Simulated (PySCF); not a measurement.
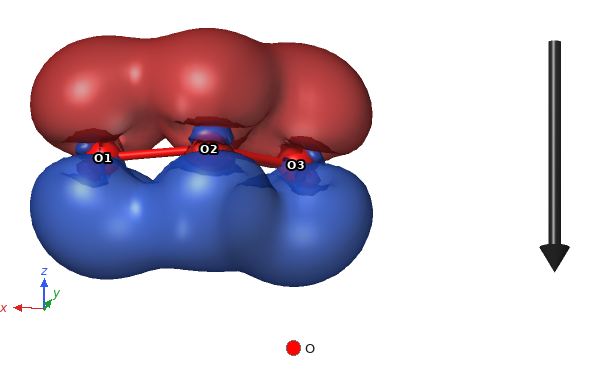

Figure. O3, SMILES `O=[O+][O-]`. Change of the electron density in a uniform field of 0.10 V/Å along −z (arrow), surfaces at ±0.0003 e/Å³ (red: gain, blue: loss).

PySCF calculation, BP86/6-311+G**, gas phase; geometry: GFN2-xTB. No frequency check shows the geometry to be a minimum. The basis has diffuse s and p functions alone, which still leaves polarisabilities too small, most of all across bonds.

Coordinates in Å:

```
O1       1.0725   -0.2049    0.0000
O2       0.0000    0.4098    0.0000
O3      -1.0725   -0.2049    0.0000
```

Question: What dipole is induced, and what polarisability does it imply?

Answer: The induced dipole is 0.04 D (along the field); α along this axis, from the fields in both directions, is 9 bohr³ (1.3 Å³).

Question: Which atoms gain and lose the most charge?

Answer: Hardly any: no atom's Hirshfeld charge changes by as much as 0.002 e. The density shifts from one side of each atom to the other; 0.006 electrons are displaced in all.

The PySCF run took 4.9 s on 1 thread of Arm Neoverse V2 (shared host), peak memory 0.22 GiB.
